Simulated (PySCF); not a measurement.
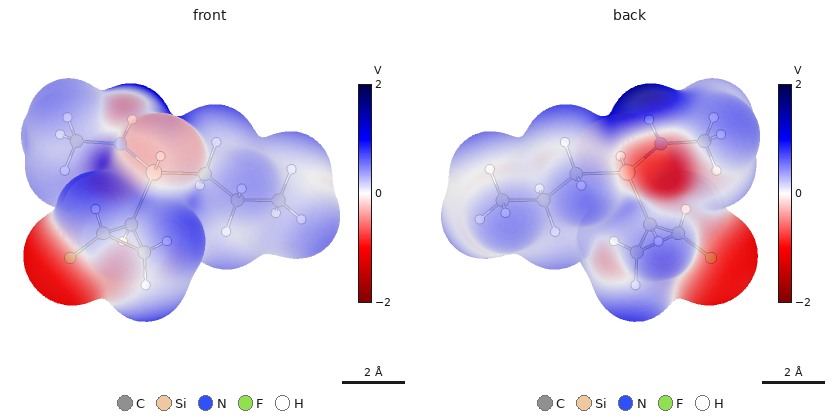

Figure 1: C7H16FNSi. The electrostatic potential painted on the density surface at 0.002 e/bohr³, seen from the front and from behind; the colour scale runs from red (negative) to blue (positive).

Geometry: PBE0-D3(BJ)/def2-SVP.

Method: PBE0/pcSseg-1, SCF density, gas phase, non-relativistic (PySCF 2.14.0).

```xyz
26

C     3.7513   -0.4448   -0.3268
C     2.3209   -0.4311    0.1908
C     1.4454    0.6339   -0.4698
Si   -0.3224    0.6830    0.1670
N    -1.1891    1.8832   -0.7329
C    -2.6196    2.0718   -0.6917
C    -1.2067   -0.9503   -0.0272
C    -1.0254   -2.0872    0.9715
C    -2.3056   -1.3513    0.9064
F    -3.3822   -1.9838    0.3727
H     3.7792   -0.6403   -1.4109
H     4.2469    0.5244   -0.1547
H     4.3559   -1.2210    0.1674
H     2.3284   -0.2766    1.2843
H     1.8665   -1.4250    0.0365
H     1.8982    1.6327   -0.3270
H     1.4069    0.4748   -1.5625
H    -0.2819    0.9178    1.6596
H    -0.6771    2.7143   -1.0077
H    -2.9923    2.5100   -1.6328
H    -3.1233    1.0991   -0.5781
H    -2.9702    2.7191    0.1367
H    -1.3835   -1.2850   -1.0563
H    -1.0288   -3.1028    0.5675
H    -0.3742   -1.9392    1.8387
H    -2.5977   -0.6870    1.7281
```

Describe the electrostatic potential map.

Answer. The most negative region (about −1.1 V, or −25 kcal/mol for a unit charge) lies over N5 and F10, the most positive (about +1.5 V, or +35 kcal/mol for a unit charge) over H19.

What dipole moment does the calculation give?

Answer. Its dipole moment is 1.76 D.
